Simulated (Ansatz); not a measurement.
**GePH₅ClF: molecular dynamics (part 5 of 5)**

Continued. System: GePH₅ClF. Method: RKS revPBE-D4/def2-SVP (Ansatz 0.2.0). It belongs to a series of runs on one base structure; here: dynamics from the highest image of the converged band.

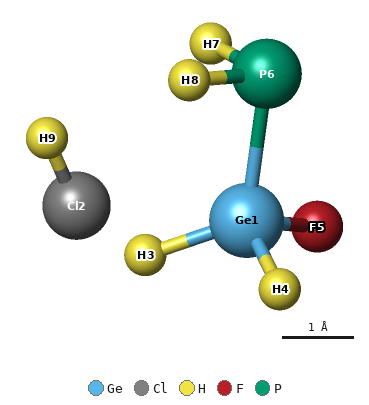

**Figure 1.** The geometry at step 172 of the log (ball-and-stick view, seen at a tilt; atoms are numbered from 1 in the order of the input).

Trajectory as extended XYZ, continued:
```
9
Properties=species:S:1:pos:R:3:forces:R:3 step=142 time_fs=71.0 energy=-81103.44101 temperature=1106.1
Ge   -0.4280    0.0779   -0.1596    0.8494  -0.3592  -0.7416
Cl    0.2925    0.6907    2.7524   -0.6058  -0.0239   1.3183
H     0.7024   -0.8829    0.3186    0.0725   0.3353  -0.0313
H    -0.0944    1.5517   -0.5356    0.1356  -0.1310   0.1808
F    -0.9004   -0.7075   -1.7034    0.0940   0.2080   0.0301
P    -2.4618   -0.2378    0.7274   -1.7153  -0.4208   0.3060
H    -2.1872   -1.6477    0.8091   -0.1331  -0.0376  -0.0673
H    -2.4039   -0.1040    2.1589    0.3355   0.1673  -0.0714
H    -0.7083    0.4320    3.6190    0.9671   0.2618  -0.9235
9
Properties=species:S:1:pos:R:3:forces:R:3 step=145 time_fs=72.5 energy=-81103.47355 temperature=1141.2
Ge   -0.4376    0.0734   -0.1643    1.0270  -0.3957  -0.7707
Cl    0.2980    0.6958    2.7720    0.7861   0.3219   0.0613
H     0.6914   -0.8763    0.3347    0.0839   0.3023  -0.0598
H    -0.1044    1.5483   -0.5001    0.1683  -0.0220   0.0888
F    -0.8922   -0.7066   -1.7178    0.1196   0.2453   0.0903
P    -2.4540   -0.2358    0.7231   -1.9649  -0.1436   0.4898
H    -2.1815   -1.6300    0.8043   -0.0941  -0.3593  -0.0377
H    -2.3733   -0.0920    2.1568    0.3136   0.1476  -0.1803
H    -0.6246    0.4665    3.6289   -0.4395  -0.0966   0.3183
9
Properties=species:S:1:pos:R:3:forces:R:3 step=148 time_fs=74.0 energy=-81103.38790 temperature=1048.6
Ge   -0.4468    0.0688   -0.1693    1.1717  -0.3976  -0.8165
Cl    0.3041    0.7010    2.7916    2.2394   0.6508  -1.4447
H     0.6823   -0.8631    0.3496    0.1211   0.2311  -0.0731
H    -0.1107    1.5444   -0.4626    0.1896   0.0853  -0.0015
F    -0.8839   -0.7055   -1.7320    0.1477   0.2808   0.1457
P    -2.4477   -0.2339    0.7191   -2.1723   0.0148   0.6207
H    -2.1779   -1.6198    0.7986   -0.0756  -0.5477  -0.0061
H    -2.3359   -0.0768    2.1508    0.2836   0.1200  -0.2348
H    -0.5507    0.4989    3.6461   -1.9053  -0.4376   1.8102
9
Properties=species:S:1:pos:R:3:forces:R:3 step=150 time_fs=75.0 energy=-81103.37388 temperature=1033.7
Ge   -0.4528    0.0656   -0.1727    1.2577  -0.3656  -0.8553
Cl    0.3088    0.7047    2.8043    2.3694   0.6565  -1.6954
H     0.6776   -0.8515    0.3586    0.1544   0.1696  -0.0751
H    -0.1126    1.5426   -0.4375    0.1922   0.1334  -0.0553
F    -0.8783   -0.7046   -1.7415    0.1674   0.3029   0.1785
P    -2.4442   -0.2326    0.7167   -2.2767  -0.0029   0.6723
H    -2.1765   -1.6193    0.7948   -0.0843  -0.5415   0.0120
H    -2.3076   -0.0652    2.1441    0.2614   0.0987  -0.2342
H    -0.5219    0.5157    3.6769   -2.0415  -0.4511   2.0525
9
Properties=species:S:1:pos:R:3:forces:R:3 step=152 time_fs=76.0 energy=-81103.43463 temperature=1099.1
Ge   -0.4585    0.0625   -0.1763    1.3425  -0.3028  -0.8982
Cl    0.3142    0.7086    2.8165    1.6482   0.4730  -1.0269
H     0.6744   -0.8383    0.3670    0.1876   0.1040  -0.0742
H    -0.1128    1.5421   -0.4130    0.1828   0.1507  -0.1020
F    -0.8725   -0.7035   -1.7508    0.1874   0.3230   0.2073
P    -2.4415   -0.2313    0.7145   -2.3531  -0.1215   0.6969
H    -2.1758   -1.6239    0.7910   -0.1090  -0.4273   0.0270
H    -2.2767   -0.0527    2.1352    0.2389   0.0761  -0.2061
H    -0.5122    0.5284    3.7269   -1.3253  -0.2751   1.3762
9
Properties=species:S:1:pos:R:3:forces:R:3 step=155 time_fs=77.5 energy=-81103.49127 temperature=1160.9
Ge   -0.4669    0.0576   -0.1818    1.4784  -0.1599  -0.9635
Cl    0.3230    0.7146    2.8344    0.1302   0.1338   0.6217
H     0.6731   -0.8167    0.3781    0.2214   0.0127  -0.0738
H    -0.1098    1.5440   -0.3781    0.1455   0.1128  -0.1586
F    -0.8638   -0.7015   -1.7646    0.2173   0.3484   0.2424
P    -2.4389   -0.2294    0.7116   -2.4240  -0.4169   0.6969
H    -2.1770   -1.6379    0.7858   -0.1604  -0.1251   0.0455
H    -2.2262   -0.0325    2.1183    0.2063   0.0416  -0.1267
H    -0.5179    0.5432    3.8227    0.1852   0.0525  -0.2839
9
Properties=species:S:1:pos:R:3:forces:R:3 step=158 time_fs=79.0 energy=-81103.42660 temperature=1090.8
Ge   -0.4748    0.0527   -0.1876    1.6339   0.0095  -1.0183
Cl    0.3319    0.7207    2.8526   -0.7943  -0.0497   1.7472
H     0.6764   -0.7949    0.3877    0.2168  -0.0539  -0.0836
H    -0.1037    1.5483   -0.3466    0.0854   0.0152  -0.2025
F    -0.8547   -0.6992   -1.7781    0.2456   0.3666   0.2676
P    -2.4379   -0.2279    0.7092   -2.4574  -0.7146   0.6832
H    -2.1815   -1.6545    0.7817   -0.2030   0.1963   0.0640
H    -2.1712   -0.0115    2.0986    0.1720   0.0062  -0.0369
H    -0.5208    0.5589    3.9134    1.1011   0.2244  -1.4206
9
Properties=species:S:1:pos:R:3:forces:R:3 step=160 time_fs=80.0 energy=-81103.38437 temperature=1044.7
Ge   -0.4798    0.0495   -0.1917    1.7469   0.1148  -1.0432
Cl    0.3376    0.7248    2.8653   -1.0228  -0.0866   2.0694
H     0.6812   -0.7809    0.3931    0.1866  -0.0808  -0.0988
H    -0.0985    1.5514   -0.3279    0.0381  -0.0636  -0.2270
F    -0.8486   -0.6974   -1.7870    0.2623   0.3740   0.2784
P    -2.4382   -0.2271    0.7079   -2.4619  -0.8493   0.6867
H    -2.1869   -1.6637    0.7797   -0.2163   0.3569   0.0778
H    -2.1325    0.0026    2.0850    0.1432  -0.0197   0.0061
H    -0.5107    0.5718    3.9584    1.3238   0.2543  -1.7494
9
Properties=species:S:1:pos:R:3:forces:R:3 step=162 time_fs=81.0 energy=-81103.38497 temperature=1045.4
Ge   -0.4846    0.0462   -0.1959    1.8608   0.2006  -1.0571
Cl    0.3430    0.7288    2.8786   -1.0059  -0.0759   2.0895
H     0.6878   -0.7676    0.3975    0.1360  -0.0950  -0.1205
H    -0.0930    1.5540   -0.3114   -0.0101  -0.1378  -0.2489
F    -0.8423   -0.6954   -1.7957    0.2767   0.3774   0.2841
P    -2.4393   -0.2266    0.7068   -2.4498  -0.9058   0.7111
H    -2.1944   -1.6695    0.7784   -0.2144   0.4479   0.0932
H    -2.0924    0.0165    2.0713    0.1051  -0.0488   0.0233
H    -0.4882    0.5871    3.9868    1.3015   0.2375  -1.7748
9
Properties=species:S:1:pos:R:3:forces:R:3 step=165 time_fs=82.5 energy=-81103.46170 temperature=1129.2
Ge   -0.4913    0.0414   -0.2025    2.0128   0.2786  -1.0592
Cl    0.3506    0.7348    2.8996   -0.5418   0.0109   1.5130
H     0.7000   -0.7494    0.4019    0.0343  -0.1015  -0.1589
H    -0.0850    1.5551   -0.2913   -0.0762  -0.2160  -0.2767
F    -0.8326   -0.6921   -1.8084    0.2933   0.3747   0.2822
P    -2.4423   -0.2264    0.7055   -2.3936  -0.8258   0.7891
H    -2.2093   -1.6702    0.7782   -0.1836   0.4352   0.1187
H    -2.0305    0.0365    2.0513    0.0244  -0.0993  -0.0037
H    -0.4318    0.6141    3.9987    0.8304   0.1432  -1.2046
9
Properties=species:S:1:pos:R:3:forces:R:3 step=168 time_fs=84.0 energy=-81103.51480 temperature=1186.8
Ge   -0.4974    0.0366   -0.2093    2.1110   0.2905  -1.0467
Cl    0.3580    0.7409    2.9214    0.4892   0.1612   0.0363
H     0.7128   -0.7335    0.4029   -0.0741  -0.1042  -0.1921
H    -0.0786    1.5517   -0.2770   -0.1263  -0.2336  -0.2975
F    -0.8225   -0.6884   -1.8209    0.3032   0.3632   0.2674
P    -2.4470   -0.2267    0.7048   -2.2868  -0.5610   0.8928
H    -2.2282   -1.6618    0.7805   -0.1257   0.2512   0.1458
H    -1.9682    0.0543    2.0311   -0.0835  -0.1536  -0.0712
H    -0.3586    0.6441    3.9861   -0.2070  -0.0136   0.2653
9
Properties=species:S:1:pos:R:3:forces:R:3 step=170 time_fs=85.0 energy=-81103.47601 temperature=1144.8
Ge   -0.5011    0.0335   -0.2141    2.1319   0.2643  -1.0348
Cl    0.3630    0.7449    2.9360    1.3210   0.2541  -1.2733
H     0.7206   -0.7241    0.4013   -0.1362  -0.1105  -0.2044
H    -0.0758    1.5467   -0.2711   -0.1480  -0.2072  -0.3066
F    -0.8156   -0.6856   -1.8291    0.3060   0.3508   0.2501
P    -2.4510   -0.2272    0.7047   -2.1895  -0.3116   0.9537
H    -2.2424   -1.6530    0.7838   -0.0779   0.0581   0.1634
H    -1.9275    0.0644    2.0168   -0.1636  -0.1869  -0.1163
H    -0.3107    0.6642    3.9788   -1.0437  -0.1112   1.5682
9
Properties=species:S:1:pos:R:3:forces:R:3 step=172 time_fs=86.0 energy=-81103.42513 temperature=1090.2
Ge   -0.5045    0.0305   -0.2190    2.1110   0.2153  -1.0226
Cl    0.3684    0.7491    2.9503    1.8335   0.2845  -2.1863
H     0.7272   -0.7157    0.3978   -0.1824  -0.1230  -0.2054
H    -0.0744    1.5397   -0.2681   -0.1597  -0.1521  -0.3111
F    -0.8086   -0.6827   -1.8371    0.3058   0.3350   0.2269
P    -2.4558   -0.2277    0.7048   -2.0747  -0.0436   0.9932
H    -2.2573   -1.6436    0.7887   -0.0290  -0.1560   0.1789
H    -1.8883    0.0727    2.0015   -0.2422  -0.2132  -0.1454
H    -0.2727    0.6833    3.9863   -1.5622  -0.1470   2.4717
9
Properties=species:S:1:pos:R:3:forces:R:3 step=175 time_fs=87.5 energy=-81103.47980 temperature=1149.3
Ge   -0.5091    0.0259   -0.2266    2.0004   0.1123  -1.0071
Cl    0.3773    0.7554    2.9706    1.3690   0.1970  -1.5893
H     0.7337   -0.7055    0.3889   -0.2143  -0.1541  -0.1829
H    -0.0752    1.5267   -0.2691   -0.1606  -0.0283  -0.3086
F    -0.7977   -0.6780   -1.8489    0.2998   0.3055   0.1815
P    -2.4640   -0.2285    0.7057   -1.8764   0.2899   0.9969
H    -2.2801   -1.6328    0.7992    0.0328  -0.4202   0.1924
H    -1.8341    0.0813    1.9759   -0.3413  -0.2323  -0.1374
H    -0.2427    0.7094    4.0406   -1.1094  -0.0697   1.8546
9
Properties=species:S:1:pos:R:3:forces:R:3 step=178 time_fs=89.0 energy=-81103.55788 temperature=1234.5
Ge   -0.5132    0.0214   -0.2345    1.8087  -0.0005  -0.9985
Cl    0.3871    0.7619    2.9901    0.2210   0.1022   0.3477
H     0.7356   -0.6986    0.3760   -0.1996  -0.1960  -0.1338
H    -0.0794    1.5132   -0.2768   -0.1475   0.1152  -0.2941
F    -0.7865   -0.6730   -1.8605    0.2866   0.2697   0.1259
P    -2.4736   -0.2292    0.7072   -1.6568   0.4105   0.9353
H    -2.3022   -1.6308    0.8138    0.0666  -0.4913   0.1842
H    -1.7872    0.0849    1.9475   -0.4022  -0.2222  -0.0578
H    -0.2355    0.7340    4.1327    0.0231   0.0125  -0.1089
9
Properties=species:S:1:pos:R:3:forces:R:3 step=180 time_fs=90.0 energy=-81103.54077 temperature=1216.4
Ge   -0.5155    0.0183   -0.2399    1.6508  -0.0631  -0.9965
Cl    0.3937    0.7662    3.0031   -0.3373   0.0812   1.3763
H     0.7345   -0.6962    0.3658   -0.1684  -0.2257  -0.0902
H    -0.0840    1.5053   -0.2854   -0.1362   0.1999  -0.2772
F    -0.7789   -0.6695   -1.8681    0.2735   0.2428   0.0848
P    -2.4807   -0.2294    0.7086   -1.5053   0.3443   0.8684
H    -2.3162   -1.6353    0.8257    0.0719  -0.4039   0.1627
H    -1.7607    0.0847    1.9277   -0.4187  -0.2001   0.0291
H    -0.2321    0.7504    4.1956    0.5696   0.0246  -1.1573
9
Properties=species:S:1:pos:R:3:forces:R:3 step=182 time_fs=91.0 energy=-81103.50347 temperature=1176.0
Ge   -0.5177    0.0153   -0.2455    1.4822  -0.1028  -0.9956
Cl    0.4003    0.7706    3.0164   -0.6442   0.0837   1.9831
H     0.7317   -0.6961    0.3547   -0.1263  -0.2525  -0.0424
H    -0.0899    1.4994   -0.2967   -0.1266   0.2595  -0.2543
F    -0.7711   -0.6658   -1.8757    0.2569   0.2138   0.0416
P    -2.4882   -0.2296    0.7102   -1.3547   0.1853   0.7913
H    -2.3295   -1.6435    0.8392    0.0668  -0.2319   0.1285
H    -1.7382    0.0825    1.9082   -0.4182  -0.1685   0.1320
H    -0.2233    0.7671    4.2477    0.8640   0.0135  -1.7842
9
Properties=species:S:1:pos:R:3:forces:R:3 step=185 time_fs=92.5 energy=-81103.50010 temperature=1172.6
Ge   -0.5206    0.0107   -0.2541    1.2338  -0.1041  -0.9887
Cl    0.4098    0.7772    3.0375   -0.7302   0.1032   2.1961
H     0.7255   -0.7004    0.3375   -0.0587  -0.2784   0.0281
H    -0.1010    1.4952   -0.3182   -0.1201   0.2799  -0.2085
F    -0.7591   -0.6602   -1.8871    0.2258   0.1666  -0.0255
P    -2.5002   -0.2298    0.7132   -1.1351  -0.1278   0.6752
H    -2.3483   -1.6594    0.8617    0.0502   0.0893   0.0604
H    -1.7118    0.0764    1.8817   -0.3970  -0.1110   0.2883
H    -0.1946    0.7923    4.2934    0.9313  -0.0177  -2.0254
9
Properties=species:S:1:pos:R:3:forces:R:3 step=188 time_fs=94.0 energy=-81103.58714 temperature=1268.0
Ge   -0.5231    0.0062   -0.2630    1.0160  -0.0364  -0.9632
Cl    0.4188    0.7839    3.0599   -0.4368   0.1104   1.6084
H     0.7180   -0.7107    0.3208   -0.0076  -0.2758   0.0848
H    -0.1147    1.4968   -0.3440   -0.1232   0.2105  -0.1495
F    -0.7470   -0.6543   -1.8985    0.1883   0.1159  -0.0929
P    -2.5131   -0.2300    0.7166   -0.9177  -0.3952   0.5812
H    -2.3660   -1.6735    0.8854    0.0341   0.3579  -0.0133
H    -1.6940    0.0679    1.8614   -0.3732  -0.0525   0.4068
H    -0.1464    0.8171    4.2967    0.6201  -0.0347  -1.4622
9
Properties=species:S:1:pos:R:3:forces:R:3 step=190 time_fs=95.0 energy=-81103.64927 temperature=1335.7
Ge   -0.5246    0.0031   -0.2691    0.8946   0.0336  -0.9295
Cl    0.4247    0.7884    3.0753   -0.0162   0.0869   0.6767
H     0.7128   -0.7209    0.3106    0.0078  -0.2541   0.1102
H    -0.1253    1.5005   -0.3632   -0.1268   0.1253  -0.1039
F    -0.7387   -0.6503   -1.9062    0.1607   0.0806  -0.1371
P    -2.5220   -0.2303    0.7191   -0.7683  -0.4970   0.5386
H    -2.3774   -1.6789    0.9011    0.0272   0.4598  -0.0577
H    -1.6867    0.0615    1.8525   -0.3675  -0.0179   0.4475
H    -0.1064    0.8332    4.2807    0.1885  -0.0171  -0.5450
9
Properties=species:S:1:pos:R:3:forces:R:3 step=192 time_fs=96.0 energy=-81103.66059 temperature=1348.0
Ge   -0.5260    0.0000   -0.2753    0.7910   0.1085  -0.8794
Cl    0.4306    0.7929    3.0910    0.5538   0.0237  -0.6763
H     0.7077   -0.7335    0.3015    0.0059  -0.2162   0.1244
H    -0.1371    1.5054   -0.3833   -0.1277   0.0243  -0.0550
F    -0.7304   -0.6463   -1.9139    0.1318   0.0446  -0.1799
P    -2.5312   -0.2308    0.7218   -0.6130  -0.5216   0.5125
H    -2.3885   -1.6800    0.9163    0.0241   0.4845  -0.0938
H    -1.6828    0.0549    1.8479   -0.3741   0.0116   0.4527
H    -0.0648    0.8492    4.2597   -0.3919   0.0405   0.7948
9
Properties=species:S:1:pos:R:3:forces:R:3 step=195 time_fs=97.5 energy=-81103.59877 temperature=1281.9
Ge   -0.5278   -0.0046   -0.2848    0.6591   0.2025  -0.7716
Cl    0.4397    0.7997    3.1140    1.2534  -0.1193  -2.5347
H     0.7001   -0.7561    0.2900   -0.0256  -0.1341   0.1261
H    -0.1571    1.5129   -0.4143   -0.1174  -0.1236   0.0198
F    -0.7178   -0.6402   -1.9257    0.0875  -0.0101  -0.2408
P    -2.5453   -0.2318    0.7261   -0.3744  -0.4116   0.4931
H    -2.4048   -1.6732    0.9374    0.0272   0.3737  -0.1269
H    -1.6838    0.0454    1.8490   -0.4034   0.0473   0.4004
H    -0.0110    0.8743    4.2468   -1.1064   0.1751   2.6346
9
Properties=species:S:1:pos:R:3:forces:R:3 step=198 time_fs=99.0 energy=-81103.65299 temperature=1340.9
Ge   -0.5295   -0.0091   -0.2946    0.5357   0.2476  -0.6285
Cl    0.4496    0.8064    3.1356    1.0124  -0.1402  -2.1272
H     0.6919   -0.7816    0.2813   -0.0759  -0.0346   0.1109
H    -0.1796    1.5178   -0.4449   -0.0875  -0.2284   0.0897
F    -0.7051   -0.6341   -1.9377    0.0436  -0.0642  -0.2961
P    -2.5596   -0.2330    0.7307   -0.1475  -0.1574   0.4728
H    -2.4204   -1.6585    0.9558    0.0381   0.1134  -0.1319
H    -1.6936    0.0368    1.8586   -0.4388   0.0767   0.3014
H     0.0207    0.9029    4.2867   -0.8801   0.1871   2.2088
9
Properties=species:S:1:pos:R:3:forces:R:3 step=200 time_fs=100.0 energy=-81103.72770 temperature=1422.1
Ge   -0.5305   -0.0120   -0.3012    0.4478   0.2438  -0.5190
Cl    0.4565    0.8108    3.1492    0.4721  -0.0404  -0.7578
H     0.6856   -0.7991    0.2768   -0.1088   0.0323   0.0964
H    -0.1957    1.5185   -0.4644   -0.0563  -0.2599   0.1300
F    -0.6966   -0.6301   -1.9459    0.0152  -0.0992  -0.3286
P    -2.5693   -0.2339    0.7340   -0.0139   0.0527   0.4468
H    -2.4304   -1.6471    0.9664    0.0478  -0.1053  -0.1223
H    -1.7052    0.0320    1.8688   -0.4537   0.0948   0.2270
H     0.0308    0.9242    4.3405   -0.3501   0.0812   0.8275
```

This output came from the following input.

Input:
```yaml
crystal:
  periodic: [false, false, false]
  atoms:
    - { symbol: Ge, position_ang: [-0.228745, 0.129747, -0.05552] }
    - { symbol: Cl, position_ang: [0.189358, 0.629466, 2.397994] }
    - { symbol: H, position_ang: [0.950755, -0.853434, 0.054215] }
    - { symbol: H, position_ang: [-0.192615, 1.618837, -0.434876] }
    - { symbol: F, position_ang: [-1.056737, -0.642864, -1.453394] }
    - { symbol: P, position_ang: [-2.676626, -0.310321, 0.80168] }
    - { symbol: H, position_ang: [-2.538879, -1.737163, 0.895577] }
    - { symbol: H, position_ang: [-2.883839, -0.128504, 2.219996] }
    - { symbol: H, position_ang: [-1.211374, -0.123965, 1.608128] }
basis:
  gaussian: { orbitals: def2-SVP }
hamiltonian:
  xc: revpbe
  dispersion: d4
md:
  timestep: 0.5
  n_steps: 200
  ensemble: nve
  temperature: 100.0
  initial_velocities: maxwell_boltzmann
  seed: 3176
```

Launch command:
```bash
ansatz run input.yaml --threads 2 --pin off --max-ram 3072MiB --backend cpu --events-out ev --progress --plain --runs-dir out
```

Summary:

```json
{"quantity": "outcome", "value": "finished"}
{"quantity": "mean temperature over the second half", "value": "1094 K"}
{"quantity": "trajectory", "value": "200 steps, 100 fs"}
{"quantity": "ensemble", "value": "nve"}
{"quantity": "temperature in the input", "value": "100.0 K"}
{"quantity": "time step", "value": "0.5 fs"}
{"quantity": "potential energy (last step)", "value": "−81103.7277 eV"}
{"quantity": "mean-field energy (last step)", "value": "−81103.2333 eV"}
{"quantity": "largest force (length of the vector) (last step)", "value": "0.902 eV/Å"}
{"quantity": "hardware", "value": "2 threads of Intel Xeon (Sapphire Rapids), 32 GiB of memory available, shared host"}
{"quantity": "wall time", "value": "4.4 min (CPU time 8.6 min)"}
{"quantity": "peak memory", "value": "0.17 GiB"}
```

Remarks:

So short a trajectory is not equilibrated.
